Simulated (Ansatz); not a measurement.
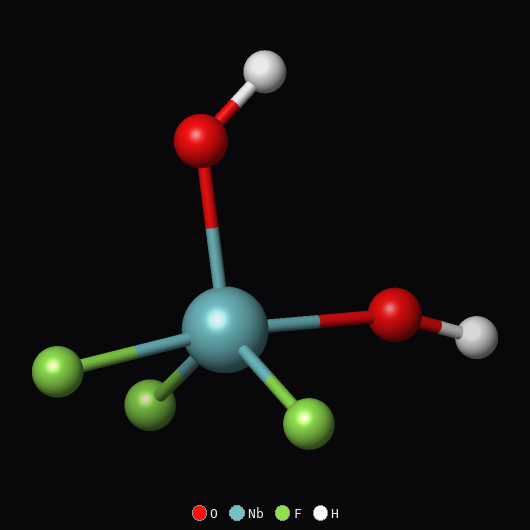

Rendered structure (ball-and-stick style).

The species is neutral and a spin singlet. Computed geometry: PBE0-D4/def2-TZVP optimisation.

Give the formula.

Answer. F₃H₂NbO₂, 8 atoms: 3 fluorine, 2 hydrogen, 1 niobium and 2 oxygen.

Give a SMILES string for it.

Answer. [OH][Nb]([OH])([F])([F])[F]

Count the bonded pairs by element.

Answer. 3 F–Nb, 2 Nb–O, 2 O–H.

The parts below concern this one geometry. Atoms keep their numbers from picture to picture.

### Vibrations

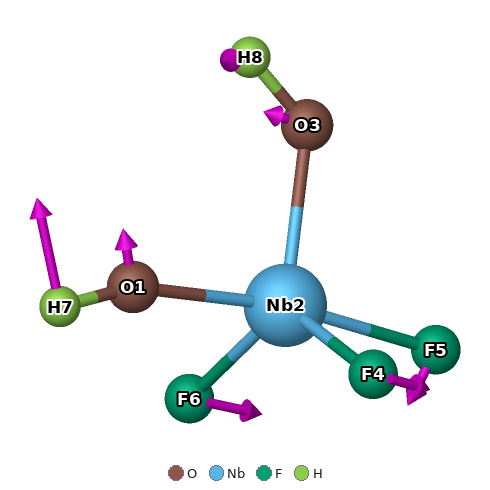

The arrows show one normal mode. Harmonic vibrations computed with RKS PBE0-D4/def2-TZVP, core potentials on Nb (Ansatz 0.2.0) at a stationary point of the same level.

Describe the motion.

Answer. Mostly angle bending.

At what wavenumber does it lie?

Answer. 277 cm⁻¹; it is mode 6 of 18 counted from the lowest.

### Electronic properties

Properties computed with RKS PBE0-D4/def2-SVP, core potentials on Nb (Ansatz 0.2.0).

Estimate the dispersion correction.

Answer. −12.2 kJ/mol.

Give the HOMO energy (Kohn–Sham orbital) at this level.

Answer. −10.16 eV.

What is the LUMO energy (Kohn–Sham orbital)?

Answer. −2.32 eV.

### Charges

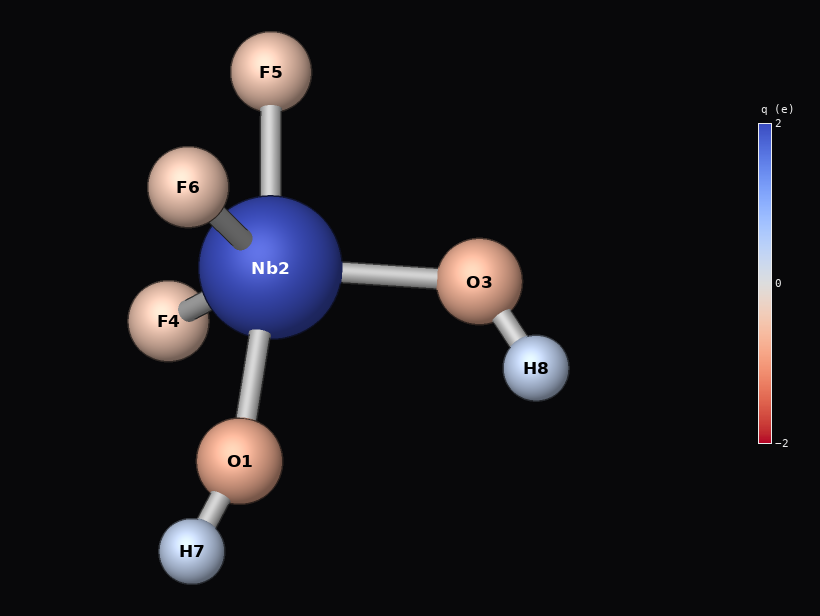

Atoms are coloured by their Mulliken charges. Method: RKS PBE0-D4/def2-TZVP, core potentials on Nb (Ansatz 0.2.0).

Give the Mulliken charges atom by atom.

```tsv
atom	value (e)
O1	−0.72
Nb2	1.98
O3	−0.67
F4	−0.43
F5	−0.44
F6	−0.43
H7	0.35
H8	0.36
```

Mulliken values depend strongly on the basis set and can even reverse the polarity of a bond.
